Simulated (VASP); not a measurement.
Energy against volume of SiC (zinc blende). Method: vdW-DF-cx, VASP's PBE PAW potentials (set 64) (plane waves; VASP 6.6.1).

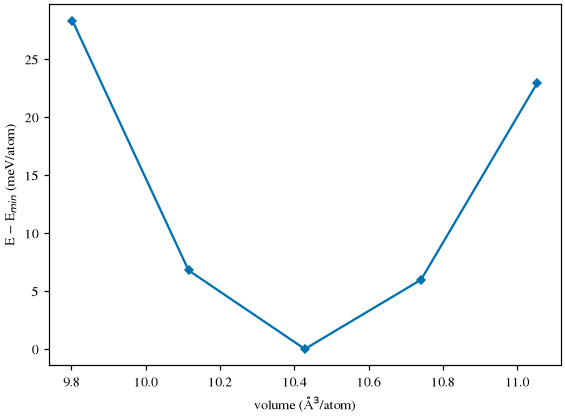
Energy against volume

Task: Estimate the equilibrium volume and the bulk modulus.

Result: The minimum lies near 10.4 Å³/atom, and the curvature gives B0 of about 220 GPa.

Measured: bulk modulus 229 GPa at 0 K (computed value off by -5.3 %), as given by Daniel Mejia-Rodriguez et al., Physical Review B (2018), arXiv:1807.09216 [0 K value with the zero-point phonon effect removed]; a 4.346 Å at 0 K (computed value off by +0.6 %), as given by Daniel Mejia-Rodriguez et al., Physical Review B (2018), arXiv:1807.09216 [static lattice: zero-point anharmonic expansion removed].

The compound is SiC in the zinc blende structure. It was relaxed first.
